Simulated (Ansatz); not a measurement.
Input

```
crystal:
  lattice:
    - [5.3818903536, 0.0, 0.0]
    - [0.0, 5.3818903536, 0.0]
    - [0.0, 0.0, 4.967059904]
  atoms:
    - { symbol: Sn, position: [0.0, 0.0, 0.2432234915] }
    - { symbol: Sn, position: [0.0, 0.5, 0.7669393886] }
    - { symbol: Sn, position: [0.5, 0.0, 0.7669393886] }
    - { symbol: Ge, position: [0.5, 0.5, 0.2014175734] }
    - { symbol: O, position: [0.7453349546, 0.2546650454, 0.0053700395] }
    - { symbol: O, position: [0.2546650454, 0.7453349546, 0.0053700395] }
    - { symbol: O, position: [0.7453349546, 0.7453349546, 0.0053700395] }
    - { symbol: O, position: [0.2546650454, 0.2546650454, 0.0053700395] }
basis:
  ecutwfc: 420
kpoints:
  mp_grid: { grid: [6, 6, 6] }
  band_path:
    path:
      - [[0.0, 0.0, 0.0], [0.0, 0.5, 0.0], [0.5, 0.5, 0.0], [0.0, 0.0, 0.0], [0.0, 0.0, 0.5], [0.0, 0.5, 0.5], [0.5, 0.5, 0.5], [0.0, 0.0, 0.5]]
      - [[0.0, 0.5, 0.0], [0.0, 0.5, 0.5]]
      - [[0.5, 0.5, 0.0], [0.5, 0.5, 0.5]]
    npoints: 14
hamiltonian:
  xc: pbe
scf:
  occupations: { method: gaussian, width: 0.02 }
  n_extra_bands: 20
output:
  forces: true
  stress: true
  eigenvalues: true
  populations: true
  dos: { projected: true, de: 0.02, nscf_kmesh: { grid: [9, 9, 9] } }
  bader: true
  write_density: true
  write_potential: true
  elf: true
  volumetric_format: npy
```

Run with:

```sh
ansatz run input.yaml --threads 1 --pin off --max-ram 2560MiB --backend cpu --events-out ev --progress --plain --runs-dir out
```

Below, planes, directions and counts refer to the conventional cell (a = 5.38 Å, b = 5.38 Å, c = 4.97 Å, α = 90.00°, β = 90.00°, γ = 90.00°).

Space group P4mm; a structure generated by program, which may or may not match a known phase.

Theory: DFT PBE, scalar-relativistic, plane waves, PAW (Ansatz 0.2.0).

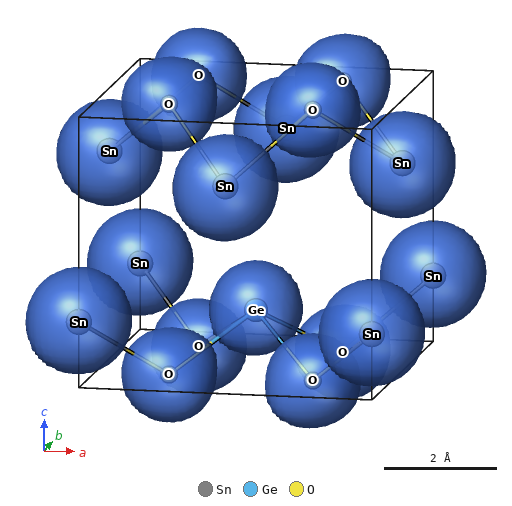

Sn3GeO4. Isosurface of the valence pseudo-density at 0.6 e/Å³ (blue), seen slightly off an axis. Sticks mark near contacts.

### What does this surface tell about the bonding?

At this value the density breaks into separate islands; it holds about 75 % of the electrons treated as valence (semicore included). It bridges none of the near contacts. It is pinched off along the sampled Ge–O (2.11 Å) and Sn–O (2.24 Å) contacts. On the grid the lowest density along these lines, outside the cores, is 0.5 e/Å³ (Ge–O, 2.11 Å) and 0.46 e/Å³ (Sn–O, 2.24 Å).

### How much charge does the calculation move between the atoms?

Electrons move from Sn and Ge towards O. Bader charges: Sn +1.27, Ge +1.20 and O −1.26 e.
